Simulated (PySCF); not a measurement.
## Electronic structure of C$_{7}$H$_{10}$P$_{2}$ in real space

```yaml
atoms:
  - { symbol: C, position_ang: [-2.3078, -0.9194, 0.4031] }
  - { symbol: C, position_ang: [-1.6875, 0.2296, -0.3892] }
  - { symbol: C, position_ang: [-0.1785, 0.2870, -0.2499] }
  - { symbol: P, position_ang: [0.6514, -0.5822, -1.5281] }
  - { symbol: C, position_ang: [2.3324, -0.4542, -1.1266] }
  - { symbol: C, position_ang: [2.9044, 0.1953, -0.0442] }
  - { symbol: P, position_ang: [2.1086, 1.0782, 1.2174] }
  - { symbol: C, position_ang: [0.3995, 0.9580, 0.8356] }
  - { symbol: C, position_ang: [-0.4800, 1.6976, 1.8170] }
  - { symbol: H, position_ang: [-3.4020, -0.9341, 0.2850] }
  - { symbol: H, position_ang: [-1.9142, -1.8851, 0.0524] }
  - { symbol: H, position_ang: [-2.0838, -0.8452, 1.4779] }
  - { symbol: H, position_ang: [-2.1332, 1.1877, -0.0790] }
  - { symbol: H, position_ang: [-1.9454, 0.1035, -1.4535] }
  - { symbol: H, position_ang: [3.0088, -0.9516, -1.8337] }
  - { symbol: H, position_ang: [3.9985, 0.1663, 0.0423] }
  - { symbol: H, position_ang: [-1.0433, 2.5022, 1.3168] }
  - { symbol: H, position_ang: [0.1174, 2.1587, 2.6168] }
  - { symbol: H, position_ang: [-1.2168, 1.0313, 2.2909] }
```

Geometry: PBE0-D3(BJ)/def2-SVP.

Level of theory: CAM-B3LYP/def2-SVPD, SCF density, gas phase (PySCF 2.14.0).

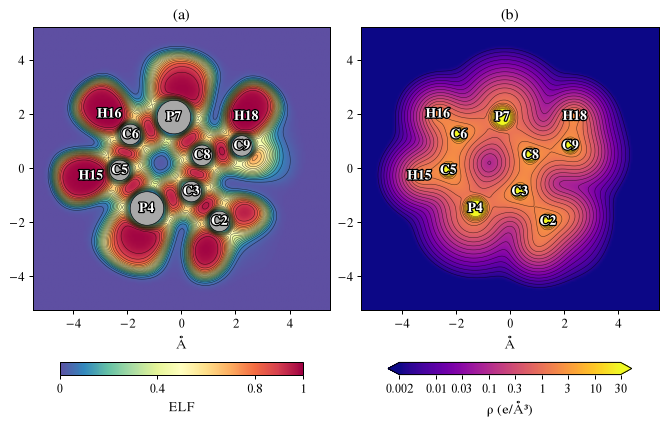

Figure 1. (a) ELF; (b) total electron density on the plane of atoms C6, P7 and C8. Grey discs cover the atomic cores in the ELF map.

### Interpret the plot.

The section cuts through C, P and H sites. C–C (1.39 Å): the density is about 2.1 e/Å³ at the midpoint; the ELF peaks at about 0.95 between the atoms (localised, covalent bonding). C–P (1.73 Å): ρ at the midpoint is about 1.3 e/Å³; the ELF peaks at about 0.95 between the atoms: a covalent bond. C–H (1.10 Å): ρ is about 1.9 e/Å³ halfway; the ELF climbs to about 1 towards the hydrogen, as it does in any bond to H (a covalent bond by its length). C–C (1.51 Å): ρ at the midpoint is about 1.7 e/Å³; the ELF peaks at about 0.95 between the atoms; a shared electron pair. The ELF also peaks beside P4 and P7, away from the bonds: lone-pair regions.

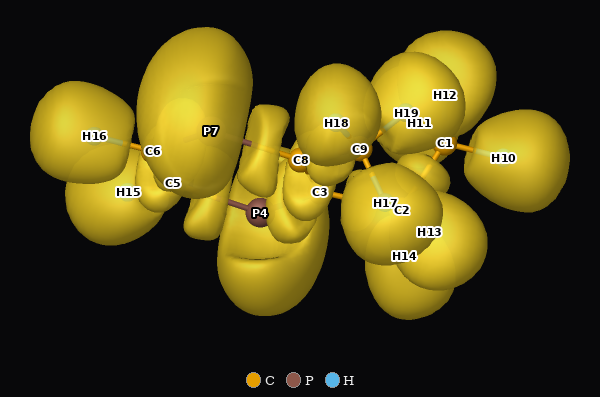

Figure 2. Isosurface of the ELF at 0.75 (yellow), seen from one side. Core shells and regions of very low density are left out.

### Where are the electrons localised?

The ELF exceeds this value in five regions between bonded C–C atoms (shared pairs), four regions between bonded C–P atoms (shared pairs), ten regions around hydrogen nuclei and two lobes on P, pointing away from the bonds (lone pairs).

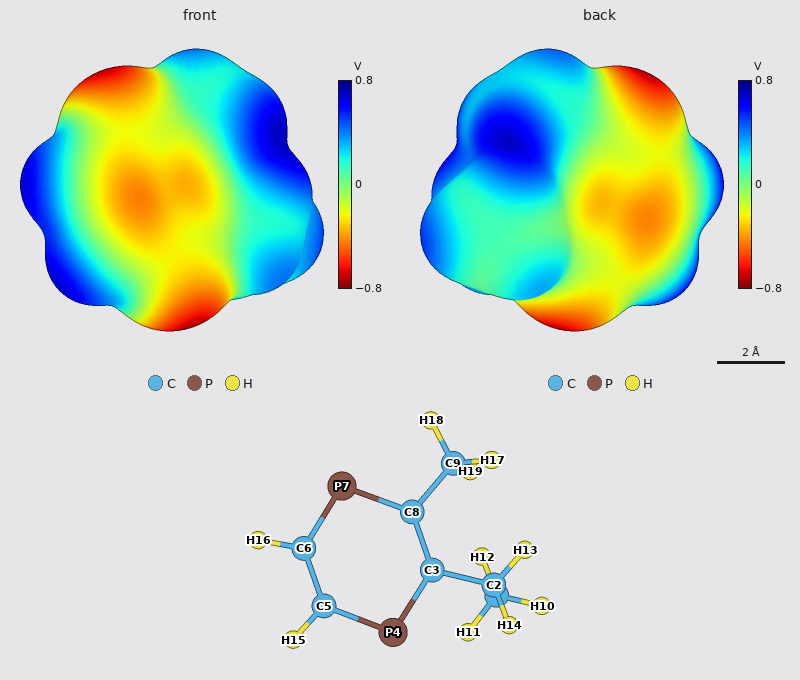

Figure 3. The electrostatic potential painted on the density surface at 0.001 e/bohr³, seen from the front and from behind; the colour scale runs from red (negative) to blue (positive). The bare structure is drawn below in the same view.

### Which sites attract a positive test charge, and which a negative one?

A positive charge is drawn to the negative regions and a negative charge to the positive ones. The most negative region (about −0.7 V, or −16 kcal/mol for a unit charge) lies over P4 and P7, the most positive (about +0.7 V, or +16 kcal/mol for a unit charge) over the H atoms.
